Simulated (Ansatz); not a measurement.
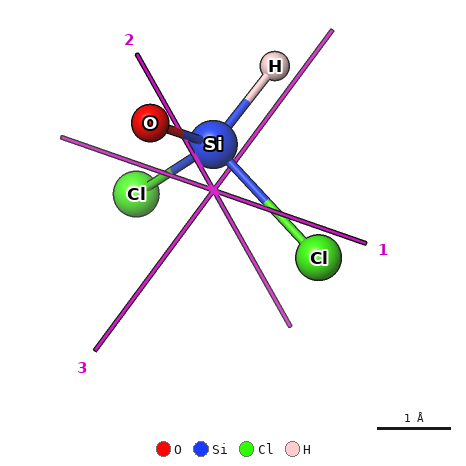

The three principal axes of inertia are drawn and numbered. Depth is shown by fading: the farther an atom, the more it takes the colour of the background. The species has charge −1 and is a spin singlet. The computed structure is the end point of a PBE0-D4/def2-TZVPD optimisation. No frequency run is at hand to confirm it as a minimum. Masses are those of the most abundant isotopes; constants are for the rigid equilibrium geometry.

**Which line is the a axis (least moment of inertia), which b and which c?**

a is line 1, b is line 2, c is line 3; the moments are 114, 200, 294 u Å².

**What kind of rotor is it, and what are its rotational constants in GHz?**

An asymmetric top (Cs): A = 4.45, B = 2.53, C = 1.72 GHz. Ray's parameter κ is −0.41, nearer the prolate limit.
